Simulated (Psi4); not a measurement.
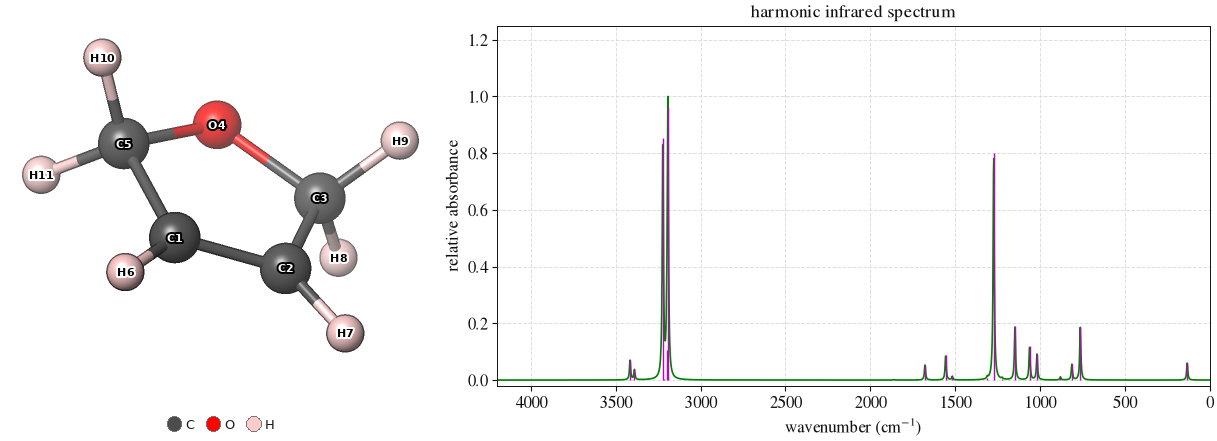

Infrared spectrum of C₄H₆O, SMILES C1=CCOC1. Unscaled harmonic wavenumbers and double-harmonic intensities, HF/6-31G(d) in Psi4 1.11, at a geometry relaxed at this level, isolated molecule. Lorentzian lines of 8 cm⁻¹ full width. Close modes add up in the curve.

> Which lines are the most intense?

3193.0 cm⁻¹ (165.7 km/mol), 3223.1 cm⁻¹ (146.8 km/mol) and 1272.7 cm⁻¹ (137.5 km/mol).

> Which is the highest mode?

3416.3 cm⁻¹ (12.1 km/mol).

> List the modes.

```csv
cm⁻¹,km/mol
131.8,10.3
422.4,0.0
762.0,31.8
811.9,9.4
879.3,1.9
990.6,0.0
1017.4,15.9
1061.1,20.4
1069.2,0.0
1147.2,32.7
1179.4,0.0
1223.1,0.8
1272.7,137.5
1309.8,1.2
1343.8,0.0
1462.5,0.1
1516.8,2.2
1555.8,15.1
1677.6,9.3
1689.6,0.0
1860.1,0.2
3193.0,165.7
3199.7,18.3
3218.7,0.4
3223.1,146.8
3390.4,6.0
3416.3,12.1
```

Caveats: double-zeta basis; one conformer of a flexible molecule; Hartree-Fock puts harmonic wavenumbers well above measured bands, often by about a tenth and by far more where static correlation matters.
